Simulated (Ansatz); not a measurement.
# A low-energy model for Te2Mo (1H sheet): bands, U and J

Aim: U, U′ and J for the Mo d shell of Te2Mo (1H sheet).

Method: non-magnetic LDA, then constrained RPA, plane waves, PAW, in Ansatz 0.2.0.

## 1. The structure

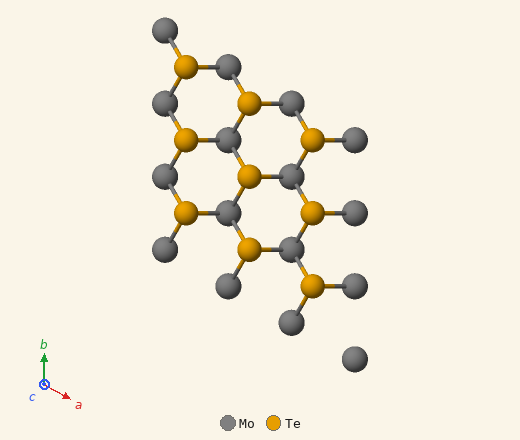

The starting structure, seen from above (molybdenum grey, tellurium orange). 3×3×1 cells are drawn. Bonds to atoms that aren't drawn are left out. Some periodic images of atoms are drawn too.

The cell holds 3 atoms: 1 Mo and 2 Te. Its edges and angles: a = 3.467 Å, b = 3.467 Å, c = 31.232 Å, α = 90.0°, β = 90.0°, γ = 120.0°. Vacuum lies along c.

Structure file:

```cif
data_structure
_symmetry_space_group_name_H-M 'P 1'
_symmetry_Int_Tables_number 1
_cell_length_a 3.4666
_cell_length_b 3.4666
_cell_length_c 31.2316
_cell_angle_alpha 90.000
_cell_angle_beta 90.000
_cell_angle_gamma 120.000
_cell_volume 325.03
loop_
_atom_site_label
_atom_site_type_symbol
_atom_site_fract_x
_atom_site_fract_y
_atom_site_fract_z
_atom_site_occupancy
Mo1 Mo 0.00000 0.00000 0.30969 1
Te2 Te 0.33333 0.66667 0.36716 1
Te3 Te 0.33333 0.66667 0.25222 1
```

The structure was relaxed with LDA. The structure was generated from a model, not taken from a measurement. The runs that relaxed it are not among those shown. The program's search for lower electronic states was switched off, so nothing shows that the state found is the lowest. Spin-orbit coupling is left out unless a step names it. The default PAW set here is soft_2. Its files were made with PBE. The Coulomb interaction is cut off across the vacuum.

## 2. LDA bands and orbital weights

This step: DFT, LDA, plane waves, PAW.

Input file input.yaml:

```yaml
crystal:
  lattice:
    - [-3.00214567, 1.73328961, 0.0]
    - [0.0, -3.46657923, 0.0]
    - [0.0, 0.0, 31.23161672]
  atoms:
    - { symbol: Mo, position: [0.0, 0.0, 0.3096908754] }
    - { symbol: Te, position: [0.3333333333, 0.6666666667, 0.367161021] }
    - { symbol: Te, position: [0.3333333333, 0.6666666667, 0.2522207298] }
  periodic: [true, true, false]
kpoints:
  mp_grid: { grid: [9, 9, 1] }
  band_path:
    path:
      - [0.0, 0.0, 0.0]
      - [0.5, 0.0, 0.0]
      - [0.33333333, 0.33333333, 0.0]
      - [0.0, 0.0, 0.0]
    npoints: 10
hamiltonian:
  xc: lda
scf:
  occupations: { method: gaussian, width: 0.08 }
  n_extra_bands: 19
  max_iter: 150
  lower_state_search: "off"
output:
  eigenvalues: true
  forces: true
  stress: true
  fatbands: true
  write_density: true
  write_potential: true
  elf: true
  volumetric_format: npy
```

The run is started by

```bash
$ ansatz run input.yaml --threads 8 --pin off --max-ram 14745MiB --backend cpu --events-out ev --progress --plain --runs-dir out
```

Numbers of over 12 decimals in the logs are rounded to 6 here.

What it wrote:

```text
scf.n_extra_bands = 19 over 23 filled bands (N_el = 46.0): the run solves 42 bands
Engine: ansatz 0.2.0, aarch64-unknown-linux-gnu
Pseudopotentials: kind: paw
Pseudopotential: Mo, paw, valence charge 14, recommended cutoff 420 eV (normal), Mo.paw.azcp
Pseudopotential: Te, paw, valence charge 16, recommended cutoff 420 eV (normal), Te.paw.azcp
Functional definition: SPW92
  exchange = slater_x
  correlation = pw_c
Crystal: 3 atoms, lattice volume = 325.033 Å³
Basis set: ecut = 420 eV, 6327 PW (Γ)
Bands: 42, of which v1, the nominal top of the filled ones, is band 23 counted from 1 (22 counted from 0)
Symmetry: 12 space group operations
Space group: P-6m2 (ITA 187), of the structure as read, at distance tolerance 6.9e-5 Å
k-points: 12 of 81 (time reversal used)
Non-local potential: Mo, projectors of the file, l = 0: 3, l = 1: 2, l = 2: 2, l = 3: 1
Non-local potential: Te, projectors of the file, l = 0: 2, l = 1: 2, l = 2: 2, l = 3: 2
PAW form: soft (Blöchl's): semilocal exchange-correlation on the pseudo side does not see the compensation charge
PAW frozen core: Mo, regenerated for the run's functional, and the local potential with it (the file was generated under x = pbe(κ = 0.804, μ = 0.219515), c = pbe(β = 0.066725))
PAW frozen core: Te, regenerated for the run's functional, and the local potential with it (the file was generated under x = pbe(κ = 0.804, μ = 0.219515), c = pbe(β = 0.066725))
PAW one-centre angular grid: Mo, 590 points (default); XC on 64 Gauss nodes
PAW one-centre angular grid: Te, 590 points (default); XC on 64 Gauss nodes
Initial density: superposition of atomic densities (neutral atoms: chi_scale 0, normalization atom), corrected by the library's trained network
Initial wavefunctions: pseudopotential atomic-orbital guess
Functional: x = slater, c = lda
SCF iter   1: F=—  HF=-18497.970970 eV  |F-HF|=—  |Δ(HF+E_count)|=         —  Δρ=3.57e-3  dr2=1.96e-2  ethr=1.77e-3  ⟨swp⟩=13.0  Hψ=3911  notcnv=0  defer=75
preconditioner: auto → Resta (q_TF=auto, 1.970 Å⁻¹)  ε∞=1.5  [insulator: Δε(μ)=1.270 eV  Ē_g=11.859 eV  σ=0.080 eV  W_gap=1.00  n_scr=18 (ndim 8)  ℏωp=8.7 eV  f_vac=0.752  D(μ)=0.00/eV (n_scr^D=0)  ε∞_Penn≈1.5  vacuum switching on, ρ_ref=1.0e-2 e/Å³]
SCF iter   2: F=—  HF=-18497.970176 eV  |F-HF|=—  |Δ(HF+E_count)|=   7.94e-4  Δρ=1.82e-3  dr2=9.49e-3  ethr=4.26e-5  ⟨swp⟩=2.4  Hψ=828  notcnv=0  defer=133
SCF iter   3: F=—  HF=-18497.974597 eV  |F-HF|=—  |Δ(HF+E_count)|=   4.42e-3  Δρ=1.97e-3  dr2=4.38e-2  ethr=2.06e-5  ⟨swp⟩=4.0  Hψ=840  notcnv=0  defer=133  recentre
SCF iter   4: F=—  HF=-18497.970061 eV  |F-HF|=—  |Δ(HF+E_count)|=   4.54e-3  Δρ=2.44e-4  dr2=1.16e-4  ethr=2.06e-5  ⟨swp⟩=3.1  Hψ=518  notcnv=0  defer=133
SCF iter   5: F=—  HF=-18497.970093 eV  |F-HF|=—  |Δ(HF+E_count)|=   3.24e-5  Δρ=9.00e-5  dr2=1.18e-5  ethr=2.53e-7  ⟨swp⟩=4.1  Hψ=805  notcnv=0  defer=137
SCF iter   6: F=—  HF=-18497.970185 eV  |F-HF|=—  |Δ(HF+E_count)|=   9.16e-5  Δρ=2.16e-5  dr2=1.61e-6  ethr=2.56e-8  ⟨swp⟩=2.8  Hψ=824  notcnv=0  defer=168
SCF iter   7: F=-18497.970185 eV  HF=-18497.970185 eV  |F-HF|=3.01e-8  |Δ(HF+E_count)|=   1.22e-7  Δρ=4.49e-6  dr2=7.91e-8  ethr=2.17e-10  ⟨swp⟩=30.5  Hψ=6747  notcnv=0
SCF 1 converged in 7 iterations: F = -18497.970185 eV  dr2 = 7.91e-8
  greatest PAW one-centre occupation: 0.999 electrons in one spin orbital (limit 2), on the Te atom at site 2 (counted from 0), in its partial waves of l = 2
NSCF: frozen V_eff on 31 k-points
WARN: The output density's exchange-correlation potential varies sharply where the density is thin. Do not read a vacuum level from v_tot or v_xc, or from such a field of the output density. On a cell that repeats whose density bears no net charge and no dipole along the vacuum's axis use v_es (v_loc + v_h of the components); under efield.dipole_correction with no amplitude use v_es + v_field, which holds any externa [...]
SCF converged after 7 iterations
Free energy (F): -18497.970185 eV
Harris-Foulkes:  -18497.970185 eV  (|F-HF|=3.01e-8)
Internal energy: -18497.970185 eV  (E = F + TS)
E sigma→0 (E₀):  -18497.970185 eV
Fermi energy:    -4.507756 eV
--- Per-component energies (eV) ---
  E_band       = -1370.403206
  E_kinetic    = 809.292334
  E_local      = -113290.528622  (includes V_loc(G=0)·N_el)
  E_nonlocal   = -460.067207
  E_hartree    = 56462.739108
  E_xc         = -431.608630
  E_vxc        = -440.352196  (∫ρ·V_xc dr)
  E_paw        = -12110.744263  (= ΣΔE_a)
  E_vpaw       = -914.225542  (= ΣTr[D̂ρ^β])
  E_aug_tail   = -0.000334  (compensation charges beyond the density's cutoff)
  E_ewald      = 50521.117291
  E_core_change = 1.830139  (= ΣΔE_core)
  E_smearing   = -0.000000  (= −TS)
  E_closure    = -0.000000  (closes the sum)
  Σ components = -18497.970185   (vs F -18497.970185, Δ=0.00e0)
--- Forces (eV/Å), atoms counted from 1 ---
  atom   1  Mo     0.00000000    -0.00000000     0.00000000
  atom   2  Te    -0.00000000     0.00000000    -0.00005579
  atom   3  Te    -0.00000000     0.00000000     0.00005579
  max |Σ_I F_I| component: 1.04e-17 eV/Å
--- 2D stress c σ (N/m, compression-positive) ---
        0.005759       0.000000       0.000000
        0.000000       0.005759       0.000000
        0.000000       0.000000       0.000000
  P = ½ c Tr σ = 0.0058 N/m
--- Band table (eV; the first three rows and the last of 12) ---
  k-point 0: bands = [... 19 lower, -6.7728, -5.9470, -5.9470, -5.7171, -1.7725 (-1.7725°), -1.7725 (-1.7725°), -1.4646 (-1.4646°), -1.4646 (-1.4646°), ... 15 higher]
  k-point 1: bands = [... 19 lower, -6.6195, -6.1774, -5.8523, -5.7203, -2.4339, -2.4246, -1.8480, -1.6343 (-1.6343°), ... 15 higher]
  k-point 2: bands = [... 19 lower, -6.6746, -6.2063, -6.1544, -5.8983, -3.4705, -2.8314, -2.5933, -1.3984, ... 15 higher]
  k-point 11: bands = [... 19 lower, -8.1926, -8.0501, -6.8969, -5.1278, -3.8877, -3.2478, -2.3744, -0.7490, ... 15 higher]
  ° read free of the cell's end (the report's vacuum.weakly_bound_levels)
  °? not known for the slab's own: over its row's bound_up_to_ev there, or no deeper under its free states than its continued_xc_part_ev in size
```

It took 11 s on 8 threads of Arm Neoverse V2, shared host; peak memory 1 GiB; 80 s of CPU time.

The column dr2 measures how far the density is from self-consistency, as an energy; F and HF (Harris–Foulkes) agree once it is small.

This step gave:

```
filled bands         : 23
gap                  : 1.240 eV
valence top at       : K
conduction bottom at : K
least direct gap     : 1.240 eV
```

The gap is direct, at (0.333, 0.333, 0.000).

The electronic bands at the labelled points (eV, zero at the Fermi level):

| point | band 20 | band 21 | band 22 | band 23 | band 24 | band 25 | band 26 | band 27 |
| --- | --- | --- | --- | --- | --- | --- | --- | --- |
| Γ | -2.27 | -1.44 | -1.44 | -1.21 | 2.74 | 2.74 | 3.04 | 3.04 |
| M | -2.94 | -2.32 | -1.39 | -0.77 | 0.96 | 1.26 | 2.81 | 3.29 |
| K | -3.68 | -3.54 | -2.39 | -0.62 | 0.62 | 1.26 | 2.13 | 3.76 |
| Γ | -2.27 | -1.44 | -1.44 | -1.21 | 2.74 | 2.74 | 3.04 | 3.04 |

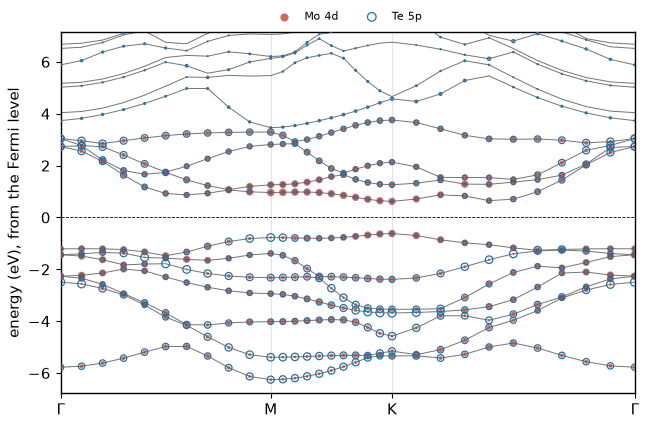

Electronic bands along the path; dots are coloured as in the legend, and their area grows with the weight.

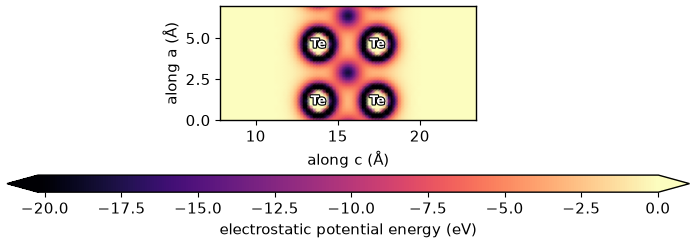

Electrostatic potential energy in the ca plane at fractional y = 0.667, with atoms of Te within 0.2 Å of it. With pseudopotentials it is smooth inside the atoms' cores, unlike the true potential. The far vacuum is left out of the map.

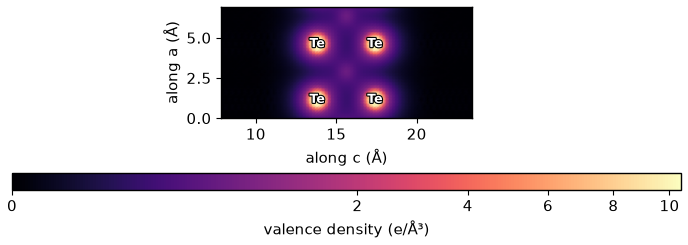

Valence density in the ca plane at fractional y = 0.667, with atoms of Te within 0.2 Å of it. It is the smooth field of the valence electrons, not physical close to the nuclei. The colour scale is stretched toward low values. The far vacuum is left out of the map.

(Part 1 of 2 ends here.)

[Paths, hosts, dates, memory and timing lines, banners, echoed tables and standing remarks are left out of the program output.]

[Logs are printed without paths, hosts, clocks, repeated set-up lines and the standing remarks that a program may print on its own settings, such as how far it seeks lower states.]

[Runs of the session that timed out or met a known fault of the program may be left out.]

[Hosts, paths, dates, database ids (printed as entryN), source tags and the programs' standing remarks are cut or masked in the printed files.]
